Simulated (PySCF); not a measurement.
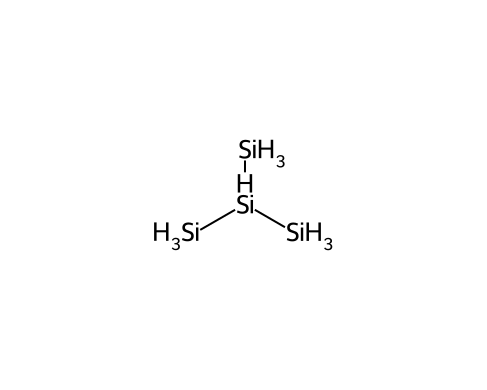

A structural formula.

Question: Transcribe the drawing into SMILES.

Answer: [SiH3][SiH]([SiH3])[SiH3]

Question: What is the molecular formula?

Answer: Si4H10.

Question: An optimisation with PBE0-D3(BJ)/def2-SVP gave a structure of which point group?

Answer: C3v.

More results for the same structure follow; atom numbers are the same in all pictures, views and colours differ. Computed geometry: PBE0-D3(BJ)/def2-SVP optimisation. No frequency run is at hand to confirm it as a minimum.

## Geometry

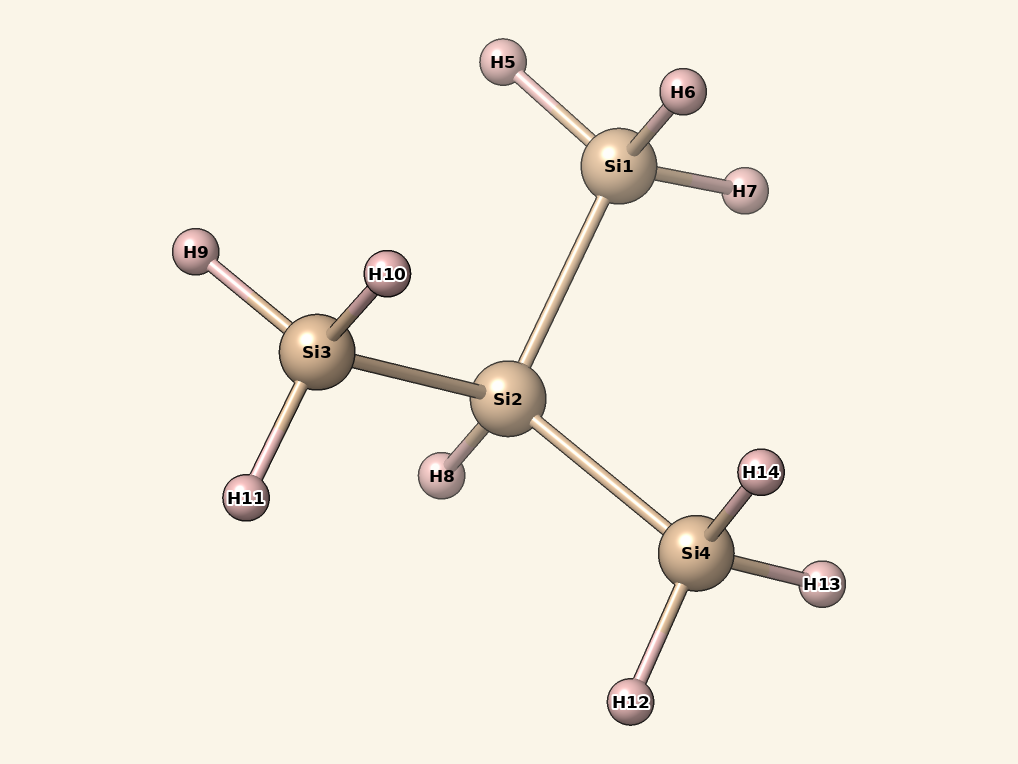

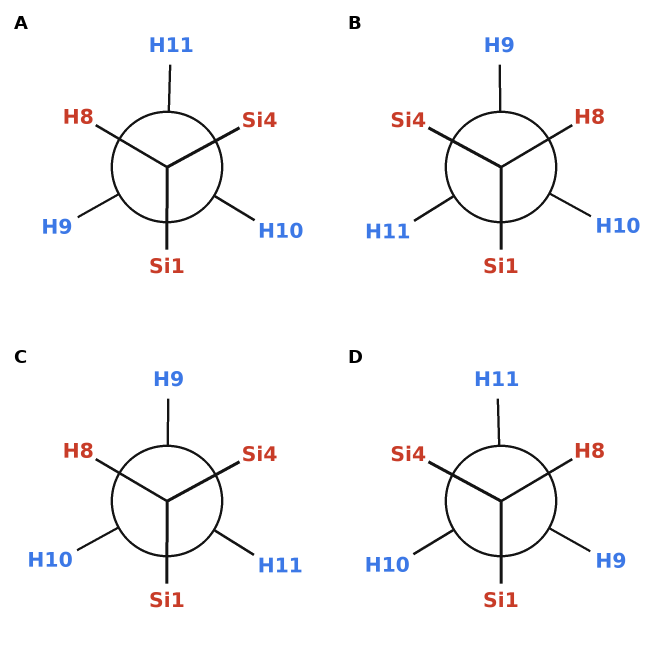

Distant atoms are faded towards the background colour. Bonds that would overlap in a projection are set slightly apart. No frequency run is at hand to confirm it as a minimum.

Question: Which Newman projection shows the view along Si2–Si3, with Si2 in front?

Answer: A. The torsion angle Si1–Si2–Si3–H9 is 61°, synclinal (gauche).

## Bond orders

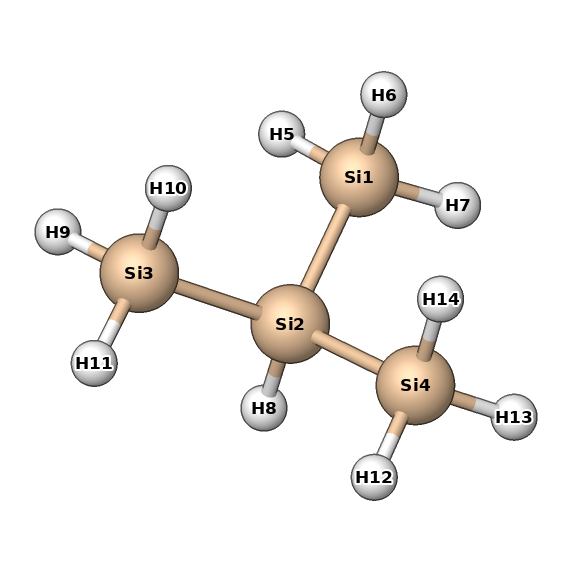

Every bond is drawn as one stick. No frequency run is at hand to confirm it as a minimum. Level of theory: PBE0/STO-3G (PySCF 2.14.0).

List the Mayer bond orders of Si1–H6, Si1–H7, Si1–Si2, Si2–H8, Si3–H10, Si1–H5, Si4–H13, Si4–H14 (one bond of each equivalent set). Atoms whose distances differ by more than 0.02 Å in this geometry are listed apart.

| bond | Mayer order | length (Å) |
| --- | --- | --- |
| Si1–H6 | 0.93 | 1.496 |
| Si1–H7 | 0.93 | 1.495 |
| Si1–Si2 | 0.89 | 2.345 |
| Si2–H8 | 0.92 | 1.499 |
| Si3–H10 | 0.93 | 1.496 |
| Si1–H5 | 0.93 | 1.495 |
| Si4–H13 | 0.93 | 1.496 |
| Si4–H14 | 0.93 | 1.496 |

## Core levels

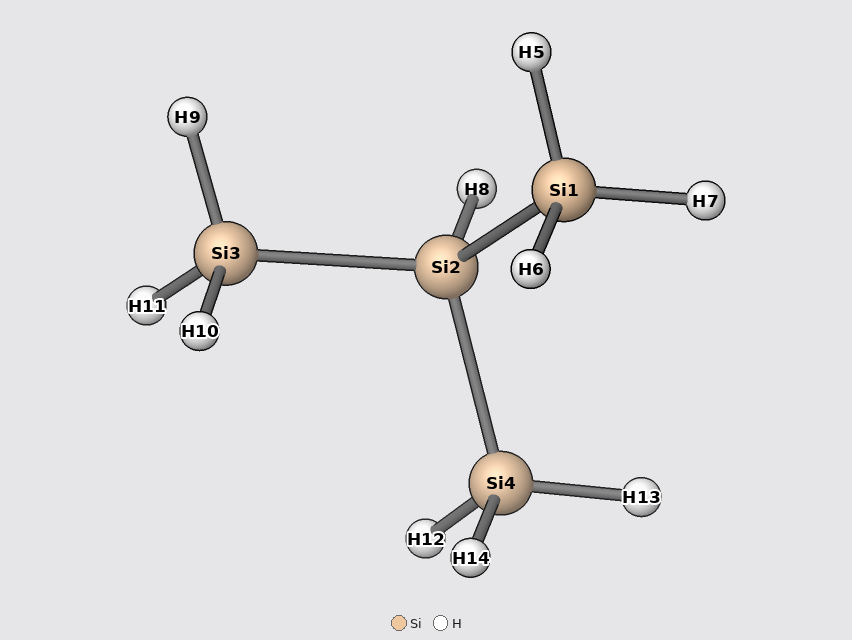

No frequency run is at hand to confirm it as a minimum. Properties computed with delta-SCF UKS PBE0, pcX-2 on the ionised atom, pcseg-1 elsewhere, spin-free X2C (PySCF 2.14.0).

Give the core-electron binding energies (to vacuum; p and d levels without spin–orbit splitting) of Si1 1s, Si1 2p, Si2 1s, Si2 2p.

```tsv
atom	level	binding energy (eV)
Si1	1s	1844.0
Si1	2p	106.3
Si2	1s	1843.4
Si2	2p	105.8
```

## Electronic properties

No frequency run is at hand to confirm it as a minimum. Method: WP04/pcSseg-1, gas phase (PySCF 2.14.0).

Question: Give the HOMO–LUMO gap at this level.

Answer: 7.31 eV.

Question: Give the dipole moment at this level.

Answer: 0.20 D.

Question: What is the HOMO energy (Kohn–Sham orbital)?

Answer: −9.18 eV.
